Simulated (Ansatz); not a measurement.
## Nudged elastic band of B2NH6 (charge +1)

- system: B2NH6, charge +1, SMILES BB[NH3+]
- method: RKS B3LYP-D4/STO-3G (Ansatz 0.2.0)

It belongs to a series of runs on one base structure; here: band between the two ends. Figures and captions count atoms from 1; the log counts them from 0 in places.

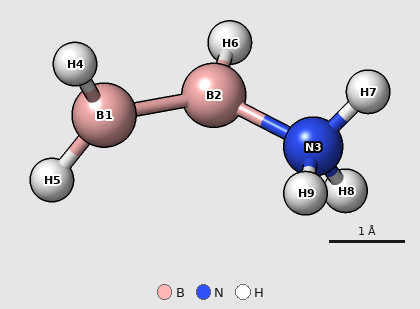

**Figure 1.** The starting structure (ball-and-stick view, seen at a tilt; atoms are numbered from 1 in the order of the input). Bond lengths as drawn: B–B 1.64 Å, B–H 1.18 Å, B–N 1.58 Å and H–N 1.06 Å.

## Summary

| quantity | value |
| --- | --- |
| outcome | converged |
| barrier, forward | 0.017 eV |
| barrier, backward | 0.017 eV |
| hardware | 1 thread of Arm Neoverse V1, 24 GiB of memory available, shared host |
| wall time | 27 s |
| peak memory | 0.17 GiB |

The order of the saddle point was not checked.

## Input
```yaml
crystal:
  periodic: [false, false, false]
  atoms:
    - { symbol: B, position_ang: [-1.240978, 0.791176, -0.658967] }
    - { symbol: B, position_ang: [0.272858, 0.182281, -0.504161] }
    - { symbol: "N", position_ang: [0.742542, -0.662182, 0.746593] }
    - { symbol: H, position_ang: [-1.502042, 1.870224, -0.260463] }
    - { symbol: H, position_ang: [-2.090921, 0.166717, -1.187194] }
    - { symbol: H, position_ang: [1.147922, 0.300373, -1.286364] }
    - { symbol: H, position_ang: [1.604109, -0.227731, 1.192645] }
    - { symbol: H, position_ang: [1.044447, -1.636067, 0.444435] }
    - { symbol: H, position_ang: [0.022063, -0.7848, 1.513474] }
total_charge: 1
basis:
  gaussian: { orbitals: STO-3G }
hamiltonian:
  xc: b3lyp
  dispersion: d4
neb:
  order_check: false
  images: 6
  f_tol: 0.05
  max_iterations: 60
  initial_path: idpp
  climbing: false
  final_atoms:
    - { symbol: B, position_ang: [-1.26084293, 0.66799695, -0.75124462] }
    - { symbol: B, position_ang: [0.30345791, 0.37017434, -0.36387007] }
    - { symbol: "N", position_ang: [0.7395766, -0.67853601, 0.73619293] }
    - { symbol: H, position_ang: [-1.87096313, 1.510341, -0.19446008] }
    - { symbol: H, position_ang: [-1.79880762, 0.05779974, -1.60552046] }
    - { symbol: H, position_ang: [1.24447346, 0.88954251, -0.85025444] }
    - { symbol: H, position_ang: [1.37008428, -1.4229101, 0.31317465] }
    - { symbol: H, position_ang: [-0.05219237, -1.18392263, 1.22607542] }
    - { symbol: H, position_ang: [1.3252138, -0.2104948, 1.48990465] }
```

Run as:
```bash
ansatz run input.yaml --threads 1 --pin off --max-ram 2048MiB --backend cpu --events-out ev --progress --plain --runs-dir out
```

## The program's output
```
Engine: ansatz 0.2.0, aarch64-unknown-linux-gnu
Functional definition: B3LYP
  parameter a0 = 0.2
  parameter ax = 0.72
  parameter ac = 0.81
  exchange = (1 - a0 - ax)*slater_x + ax*b88_x + a0*exact_x
  correlation = (1 - ac)*vwn_rpa_c + ac*lyp_c
307 factors; integrals over basis functions are off by at most 3.3e-5 eV
mean field evaluation 1: about -2896.9484 eV, gradient 1.5e1 eV
mean field evaluation 2: about -2897.0535 eV, gradient 1.5e1 eV
mean field evaluation 4: about -2897.6096 eV, gradient 1.1e-1 eV
mean field evaluation 8: about -2897.5400 eV, gradient 4.3e-4 eV
mean field -2897.53998979 eV, -106.4826306016 hartree, gradient 6.8e-5 eV, S^2 0.000000; 0 other end points of the search recorded, 0 dependent functions left out
the calculation of the forces begins
reference -2897.54017345 eV, -106.4826373511 hartree; 11, 11 occupied and 10, 10 virtual orbitals, 307 factors
309 factors; integrals over basis functions are off by at most 4.3e-5 eV
mean field evaluation 16: about -2897.5399 eV, gradient 1.9e-1 eV
mean field -2897.54009507 eV, -106.4826344707 hartree, gradient 6.8e-5 eV, S^2 0.000000; 0 other end points of the search recorded, 0 dependent functions left out
[... from here on the field's lines of each further geometry are left out, up to the last ...]
NEB iter   1: max|band force component| = 1.130e0 eV/Å  barrier→ = 0.0554 eV  barrier← = 0.0555 eV  Δτ_max = 0.0620 Å  (149 SCF iters)
NEB iter   2: max|band force component| = 1.700e-1 eV/Å  barrier→ = 0.0200 eV  barrier← = 0.0201 eV  Δτ_max = 0.0408 Å  (137 SCF iters)
NEB iter   3: max|band force component| = 2.257e-1 eV/Å  barrier→ = 0.0207 eV  barrier← = 0.0207 eV  Δτ_max = 0.0176 Å  (143 SCF iters)
the calculation of the forces begins
reference -2897.53746384 eV, -106.4825377749 hartree; 11, 11 occupied and 10, 10 virtual orbitals, 309 factors
307 factors; integrals over basis functions are off by at most 2.6e-5 eV
mean field -2897.52315137 eV, -106.4820118012 hartree, gradient 1.6e-5 eV, S^2 0.000000; 1 other end points of the search recorded, 0 dependent functions left out
the calculation of the forces begins
reference -2897.52333409 eV, -106.4820185161 hartree; 11, 11 occupied and 10, 10 virtual orbitals, 307 factors
NEB iter   4: max|band force component| = 3.336e-2 eV/Å  barrier→ = 0.0165 eV  barrier← = 0.0166 eV  Δτ_max = 0.0000 Å  (250 SCF iters)
```

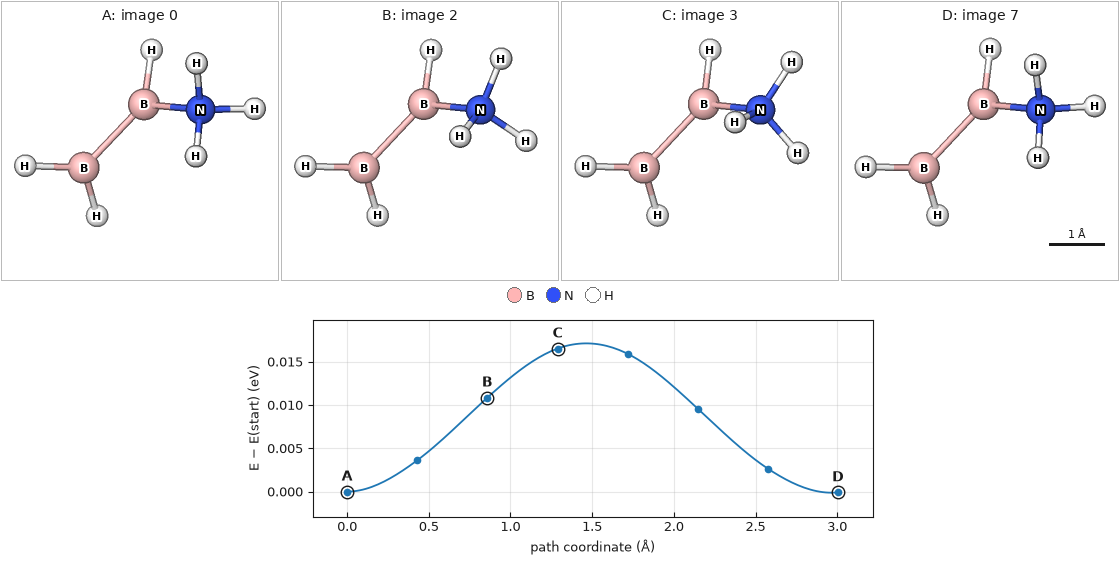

**Figure 2.** Images of the last band (counted from 0; ball-and-stick, seen at a tilt) above the energy along the path; the line is a cubic interpolation that uses the forces. The highest image is number 3, 0.017 eV above the start and 0.017 eV above the end; start and end have the same energy. The path is 3.01 Å long. The band converged in 4 iterations.

```
Total energy: -2897.65874701 eV, -106.4869948490 hartree
Atom 0 at    -1.258045     0.565693    -0.800735 Å, force    -0.013744    -0.004254     0.003665 eV/Å
Atom 1 at     0.317845     0.340917    -0.408701 Å, force     0.014011     0.018013    -0.020102 eV/Å
Atom 2 at     0.769916    -0.577202     0.798868 Å, force    -0.032717    -0.004538    -0.004422 eV/Å
Atom 3 at    -1.876347     1.457019    -0.337820 Å, force     0.001080     0.000089    -0.001438 eV/Å
Atom 4 at    -1.793177    -0.143134    -1.577043 Å, force    -0.001685    -0.000151     0.005687 eV/Å
Atom 5 at     1.229867     0.820452    -0.982846 Å, force     0.005205    -0.008657     0.009198 eV/Å
Atom 6 at     1.810534    -0.541642     0.995009 Å, force     0.007212    -0.000803     0.009309 eV/Å
Atom 7 at     0.527997    -1.595090     0.610875 Å, force     0.012238     0.000501    -0.001831 eV/Å
Atom 8 at     0.271410    -0.327022     1.702390 Å, force     0.008401    -0.000200    -0.000066 eV/Å
Dipole moment:     0.497602    -0.474665     0.629322 e Å
this run last wrote the band of iteration 4 to [file]
```

## The last band as extended XYZ (Å, eV, eV/Å)
```
9
Properties=species:S:1:pos:R:3:forces:R:3 image=0 energy=-2897.67509
B    -1.2410    0.7912   -0.6590    0.0105  -0.0037   0.0009
B     0.2729    0.1823   -0.5042   -0.0020   0.0035  -0.0041
N     0.7425   -0.6622    0.7466    0.0131  -0.0142   0.0082
H    -1.5020    1.8702   -0.2605   -0.0029   0.0026  -0.0018
H    -2.0909    0.1667   -1.1872   -0.0051   0.0012   0.0000
H     1.1479    0.3004   -1.2864   -0.0026   0.0038  -0.0050
H     1.6041   -0.2277    1.1926   -0.0107  -0.0043  -0.0012
H     1.0444   -1.6361    0.4444   -0.0042   0.0116   0.0062
H     0.0221   -0.7848    1.5135    0.0038  -0.0005  -0.0033
9
Properties=species:S:1:pos:R:3:forces:R:3 image=1 energy=-2897.67146
B    -1.2544    0.7182   -0.7037   -0.0036  -0.0022  -0.0023
B     0.2961    0.2406   -0.4713    0.0005   0.0102  -0.0044
N     0.7534   -0.6248    0.7705   -0.0075  -0.0081  -0.0120
H    -1.6427    1.7490   -0.2824    0.0034   0.0054  -0.0039
H    -2.0047    0.0448   -1.3165   -0.0037  -0.0005   0.0079
H     1.1981    0.4628   -1.1984    0.0016  -0.0054   0.0030
H     1.7042   -0.3270    1.1362    0.0000   0.0051   0.0094
H     0.8669   -1.6405    0.4746    0.0087   0.0005   0.0012
H     0.0829   -0.6231    1.5909    0.0008  -0.0051   0.0010
9
Properties=species:S:1:pos:R:3:forces:R:3 image=2 energy=-2897.66423
B    -1.2598    0.6413   -0.7497   -0.0092  -0.0032   0.0012
B     0.3120    0.2941   -0.4400    0.0069   0.0161  -0.0126
N     0.7640   -0.5955    0.7877   -0.0244  -0.0102  -0.0138
H    -1.7677    1.6088   -0.3061    0.0032   0.0054  -0.0044
H    -1.9039   -0.0605   -1.4457   -0.0041  -0.0013   0.0098
H     1.2261    0.6392   -1.1009    0.0043  -0.0096   0.0066
H     1.7726   -0.4336    1.0711    0.0065   0.0061   0.0139
H     0.6914   -1.6252    0.5299    0.0134   0.0004  -0.0021
H     0.1655   -0.4688    1.6538    0.0034  -0.0037   0.0015
9
Properties=species:S:1:pos:R:3:forces:R:3 image=3 energy=-2897.65856
B    -1.2580    0.5657   -0.8007   -0.0137  -0.0043   0.0037
B     0.3178    0.3409   -0.4087    0.0140   0.0180  -0.0201
N     0.7699   -0.5772    0.7989   -0.0327  -0.0045  -0.0044
H    -1.8763    1.4570   -0.3378    0.0011   0.0001  -0.0014
H    -1.7932   -0.1431   -1.5770   -0.0017  -0.0002   0.0057
H     1.2299    0.8205   -0.9828    0.0052  -0.0087   0.0092
H     1.8105   -0.5416    0.9950    0.0072  -0.0008   0.0093
H     0.5280   -1.5951    0.6109    0.0122   0.0005  -0.0018
H     0.2714   -0.3270    1.7024    0.0084  -0.0002  -0.0001
9
Properties=species:S:1:pos:R:3:forces:R:3 image=4 energy=-2897.65917
B    -1.2493    0.4961   -0.8596   -0.0134  -0.0045   0.0030
B     0.3124    0.3818   -0.3743    0.0142   0.0149  -0.0212
N     0.7673   -0.5652    0.8096   -0.0333   0.0048   0.0015
H    -1.9703    1.3008   -0.3864   -0.0015  -0.0068   0.0022
H    -1.6719   -0.2028   -1.7106    0.0013   0.0025  -0.0015
H     1.2095    0.9890   -0.8411    0.0047  -0.0055   0.0118
H     1.8191   -0.6467    0.9089    0.0081  -0.0098   0.0021
H     0.3824   -1.5498    0.7138    0.0077   0.0006   0.0018
H     0.4007   -0.2031    1.7397    0.0123   0.0038   0.0002
9
Properties=species:S:1:pos:R:3:forces:R:3 image=5 energy=-2897.66552
B    -1.2335    0.4337   -0.9247   -0.0089  -0.0010   0.0021
B     0.2956    0.4199   -0.3345    0.0076   0.0072  -0.0179
N     0.7555   -0.5513    0.8264   -0.0259   0.0155   0.0052
H    -2.0513    1.1441   -0.4574   -0.0034  -0.0104   0.0033
H    -1.5380   -0.2446   -1.8401    0.0036   0.0043  -0.0064
H     1.1665    1.1330   -0.6872    0.0033  -0.0036   0.0113
H     1.7977   -0.7460    0.8153    0.0082  -0.0147  -0.0029
H     0.2564   -1.4867    0.8329    0.0029  -0.0007   0.0046
H     0.5511   -0.1022    1.7692    0.0127   0.0033   0.0007
9
Properties=species:S:1:pos:R:3:forces:R:3 image=6 energy=-2897.67244
B    -1.2109    0.3765   -0.9901   -0.0038   0.0027   0.0016
B     0.2683    0.4585   -0.2892    0.0015   0.0014  -0.0110
N     0.7378   -0.5295    0.8523   -0.0082   0.0126   0.0052
H    -2.1193    0.9867   -0.5493   -0.0029  -0.0079   0.0018
H    -1.3901   -0.2756   -1.9564    0.0034   0.0034  -0.0055
H     1.1027    1.2541   -0.5390    0.0010  -0.0016   0.0052
H     1.7446   -0.8383    0.7184    0.0011  -0.0097  -0.0027
H     0.1501   -1.4041    0.9628    0.0003  -0.0001   0.0047
H     0.7168   -0.0284    1.7905    0.0074  -0.0007   0.0006
9
Properties=species:S:1:pos:R:3:forces:R:3 image=7 energy=-2897.67517
B    -1.2409    0.4620   -0.9204   -0.0016   0.0010   0.0044
B     0.2754    0.4432   -0.2987    0.0054  -0.0012   0.0023
N     0.7402   -0.5705    0.8222    0.0052  -0.0060  -0.0033
H    -2.0818    1.1363   -0.4408    0.0011  -0.0016  -0.0022
H    -1.5135   -0.1845   -1.8687   -0.0002   0.0003  -0.0005
H     1.1573    1.1615   -0.6120   -0.0014  -0.0010   0.0009
H     1.5615   -1.1533    0.4811   -0.0098   0.0071   0.0050
H    -0.0004   -1.2469    1.1632    0.0050   0.0043  -0.0005
H     1.1022   -0.0479    1.6743   -0.0036  -0.0029  -0.0061
```
